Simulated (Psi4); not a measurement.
**triplet CCl3F at 3 levels**

Aim: a comparison of 3 runs (U-wB97X/6-31G*, UB2PLYP/6-31G*, UCAM-B3LYP/6-31G*) of triplet CCl3F. 

The calculation is run with Psi4 1.11.

### Step 1. The structure to begin with

The species is CCl3F (5 atoms), meant as a triplet with charge 0. SMILES of the parent species: `FC(Cl)(Cl)Cl`. The shape is that of a PBE0-D4/def2-TZVP optimisation. That shape belongs to the parent species and isn't relaxed for this state.

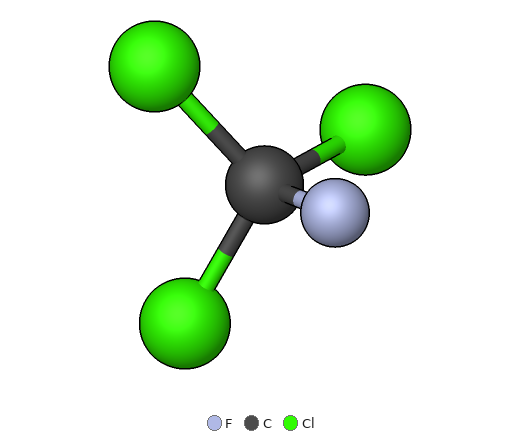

The structure, seen from a chosen angle (fluorine light blue, carbon dark grey, chlorine green).

### Step 2. A single-point energy at U-wB97X/6-31G(d) (spherical functions) (run 1)

job.dat

```
memory 2200 mb

molecule m {
  0 3
  F      0.911880    -0.820730     0.677360
  C      0.044670    -0.040210     0.033190
  Cl    -1.384510     0.157610     1.040990
  Cl    -0.379970    -0.814480    -1.489160
  Cl     0.807920     1.517810    -0.262390
  symmetry c1
}

set basis 6-31G*
set reference uks
set puream true
set e_convergence 1e-09
set d_convergence 1e-08
set scf_type pk
set dft_radial_points 99
set dft_spherical_points 590
set maxiter 100

energy_value = energy("wb97x")
```

Started as:

```bash
$ psi4 job.dat job.out -n 1
```

job.out:

```text
[...]
  Running in c1 symmetry.
[...]
  Nuclear repulsion =  368.460948749158433
[...]
  Multiplicity = 3
[...]
  Nalpha       = 34
  Nbeta        = 32
[...]
    Number of basis functions: 82
[...]
   @UKS iter   1: -1518.12411633284091    2.84275e-01   4.22795e-03 DIIS/ADIIS
[...]
   @UKS iter  17: -1518.17666138014306    2.70575e-11   5.37114e-09 DIIS
[...]
   @S^2 Observed:                2.008280564E+00
[...]
  @UKS Final Energy: -1518.17666138014306
   => Energetics <=
    Nuclear Repulsion Energy =            368.4609487491584332
    One-Electron Energy =               -2829.7049964263037509
    Two-Electron Energy =                1019.3440579209799353
    DFT Exchange-Correlation Energy =     -76.2766716239776628
    Empirical Dispersion Energy =           0.0000000000000000
    VV10 Nonlocal Energy =                  0.0000000000000000
    Total Energy =                      -1518.1766613801428321
[...]
 Multipole Moments:
 ------------------------------------------------------------------------------------
     Multipole            Electronic (a.u.)      Nuclear  (a.u.)        Total (a.u.)
 ------------------------------------------------------------------------------------
 L = 1.  Multiply by 2.5417464519 to convert [e a0] to [Debye]
 Dipole X            :          0.3905409           -0.4077951           -0.0172542
 Dipole Y            :         -0.3514688            0.3670308            0.0155620
 Dipole Z            :          0.2901243           -0.3029148           -0.0127905
 Magnitude           :                                                    0.0265232
[...]
```

Wall time 41 s (1 thread of Intel Xeon at 2.50GHz (Skylake/Cascade Lake), shared host); peak memory 0.85 GiB.

### Step 3. The energy at UB2PLYP/6-31G(d) (density fitting for correlation, spherical functions) (run 2)

ccl3f.json

```json
{
 "schema_name": "qcschema_input",
 "schema_version": 1,
 "molecule": {
  "schema_name": "qcschema_molecule",
  "schema_version": 2,
  "symbols": ["F", "C", "Cl", "Cl", "Cl"],
  "geometry": [1.72320346, -1.55095492, 1.28002489, 0.08441407, -0.07598589, 0.06272001, -2.61634472, 0.29783973, 1.967186, -0.71803924, -1.53914413, -2.81410456, 1.52674753, 2.86824521, -0.49584524],
  "molecular_charge": 0,
  "molecular_multiplicity": 3,
  "fix_symmetry": "c1",
  "fix_com": true,
  "fix_orientation": true
 },
 "driver": "energy",
 "model": {
  "method": "b2plyp",
  "basis": "6-31G*"
 },
 "keywords": {
  "reference": "uks",
  "puream": true,
  "e_convergence": 1e-09,
  "d_convergence": 1e-08,
  "scf_type": "pk",
  "dft_radial_points": 99,
  "dft_spherical_points": 590,
  "num_frozen_docc": 17,
  "maxiter": 100
 }
}
```

Started as:

```bash
$ psi4 --qcschema ccl3f.json -n 1 --memory 2200MB
```

stdout:

```text
[...]
  Running in c1 symmetry.
[...]
  Nuclear repulsion =  368.460948696479875
[...]
  Multiplicity = 3
[...]
  Nalpha       = 34
  Nbeta        = 32
[...]
    Number of basis functions: 82
[...]
   @UKS iter   1: -1517.39100748772921    2.91915e-01   3.64353e-03 DIIS/ADIIS
[...]
   @UKS iter  17: -1517.42970217300149    2.34195e-11   5.02291e-09 DIIS
[...]
   @S^2 Observed:                2.012322268E+00
[...]
  @UKS Final Energy: -1517.42970217300149
   => Energetics <=
    Nuclear Repulsion Energy =            368.4609486964798748
    One-Electron Energy =               -2829.4974645281481571
    Two-Electron Energy =                 991.6165165914014779
    DFT Exchange-Correlation Energy =     -48.0097029327347968
    Empirical Dispersion Energy =           0.0000000000000000
    VV10 Nonlocal Energy =                  0.0000000000000000
    Total Energy =                      -1517.4297021730014876
[...]
 Multipole Moments:
 ------------------------------------------------------------------------------------
     Multipole            Electronic (a.u.)      Nuclear  (a.u.)        Total (a.u.)
 ------------------------------------------------------------------------------------
 L = 1.  Multiply by 2.5417464519 to convert [e a0] to [Debye]
 Dipole X            :         14.6723680          -14.7145037           -0.0421357
 Dipole Y            :        -13.2055253           13.2434841            0.0379588
 Dipole Z            :         10.8991583          -10.9304405           -0.0312822
 Magnitude           :                                                    0.0647678
[...]
```

The result, in JSON:

```text
{
 "driver": "energy",
 "model": {
  "method": "b2plyp",
  "basis": "6-31G*"
 },
 "success": true,
 "return_result": -1517.6715201876893,
 "properties": {
  "calcinfo_nbasis": 82,
  "calcinfo_nmo": 82,
  "calcinfo_nalpha": 34,
  "calcinfo_nbeta": 32,
  "calcinfo_natom": 5,
  "nuclear_repulsion_energy": 368.4609486964799,
  "return_energy": -1517.6715201876893,
  "scf_one_electron_energy": -2829.497464528148,
  "scf_two_electron_energy": 991.6165165914015,
  "scf_xc_energy": -48.0097029327348,
  "scf_dipole_moment": [-0.04213570150955448, 0.03795882426373076, -0.031282188313252135],
  "scf_total_energy": -1517.4297021730015,
  "scf_iterations": 17
 }
}
```

Wall time 36 s (1 thread of Intel Xeon at 2.50GHz (Skylake/Cascade Lake), shared host); peak memory 0.81 GiB.

### Step 4. Energy and forces at UCAM-B3LYP/6-31G(d) (spherical functions) (run 3)

calc.inp

```
memory 2200 MB

molecule {
  0 3
  F
  C 1 1.332749
  Cl 2 1.759929 1 108.50915
  Cl 2 1.759933 1 108.50818 3 -120.00052
  Cl 2 1.759927 1 108.50825 4 -119.99894
  symmetry c1
  no_reorient
  no_com
}

set {
  basis                6-31G*
  reference            uks
  puream               true
  e_convergence        1e-09
  d_convergence        1e-08
  scf_type             pk
  dft_radial_points    99
  dft_spherical_points 590
  maxiter              100
}

e, wfn = gradient("cam-b3lyp", return_wfn=True)
oeprop(wfn, "LOWDIN_CHARGES", "WIBERG_LOWDIN_INDICES", "DIPOLE", title="CAM-B3LYP")
```

Started as:

```bash
$ psi4 -i calc.inp -o calc.out -n 1
```

calc.out:

```text
[...]
  Running in c1 symmetry.
[...]
  Nuclear repulsion =  368.460924782533255
[...]
  Multiplicity = 3
[...]
  Nalpha       = 34
  Nbeta        = 32
[...]
    Number of basis functions: 82
[...]
   @UKS iter   1: -1518.18005131682025    3.00333e-01   3.71867e-03 DIIS/ADIIS
[...]
   @UKS iter  18: -1518.21831459685086    1.39607e-10   3.65361e-09 DIIS
[...]
   @S^2 Observed:                2.006977329E+00
[...]
  @UKS Final Energy: -1518.21831459685086
   => Energetics <=
    Nuclear Repulsion Energy =            368.4609247825332545
    One-Electron Energy =               -2829.7148314331216170
    Two-Electron Energy =                1019.7952148766313485
    DFT Exchange-Correlation Energy =     -76.7596228228937036
    Empirical Dispersion Energy =           0.0000000000000000
    VV10 Nonlocal Energy =                  0.0000000000000000
    Total Energy =                      -1518.2183145968508597
[...]
  -Total Gradient:
     Atom            X                  Y                   Z
    ------   -----------------  -----------------  -----------------
       1       -0.000000461563     0.000004210040     0.001694527012
       2        0.000025179085    -0.000025436081     0.053516199317
       3       -0.000001484261     0.070268097449    -0.018406558236
       4        0.060828709910    -0.035121202190    -0.018393696145
       5       -0.060853256336    -0.035130156015    -0.018404597736
[...]
```

Wall time 69 s (1 thread of Intel Xeon at 2.50GHz (Skylake/Cascade Lake), shared host); peak memory 0.86 GiB.

### Step 5. Overview of the runs

```csv
run,level,frozen core orbitals,fitting correlation,energy (Eh),dipole moment (D),HOMO energy (eV),⟨S²⟩,wall time
1,U-wB97X/6-31G* (spherical functions),0,–,-1518.176661,0.07,-5.19,2.008,41 s
2,"UB2PLYP/6-31G* (density fitting for correlation, spherical functions)",17,density fitting,-1517.671520,–,-4.10,2.012,36 s
3,UCAM-B3LYP/6-31G* (spherical functions),0,–,-1518.218315,0.09,-4.32,2.007,69 s
```

### Step 6. Summary of results

| quantity | value |
| --- | --- |
| run 3: total energy | -1518.21831 Eh |
| run 3: dipole moment | 0.09 D |
| run 3: HOMO energy (highest over α and β) | -4.32 eV |
| run 3: ⟨S²⟩ | 2.007 |
| run 3: largest force on an atom | 3.735 eV/Å |

In words: Totals of different functionals can't be ranked against each other. All runs together took 2.4 min, the longest 69 s.
